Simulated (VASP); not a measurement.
Band structure of PIr2 (space group Fm-3m). These are LDA (Ceperley-Alder, Perdew-Zunger), VASP's LDA PAW potentials (set 64) (plane waves; VASP 6.6.1) values and carry that method's errors.

Unless said otherwise, spin-orbit coupling is left out, though it shifts the bands of the heavy elements here.

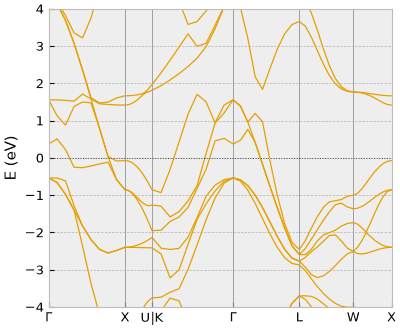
Fig. 1. Bands along high-symmetry lines, zero at the valence-band maximum or, without a gap, the Fermi level

Task: Read the plot: is there a gap, and where are the band edges?

Result: It has no gap at this level: it comes out as a metal or semimetal.

The structure comes from a computed database's PIr2 entry (Fm-3m); how it stands against other phases isn't given here. The cell was not relaxed at this level. The electron count is odd and the run is not spin-polarised, which forces a metal.
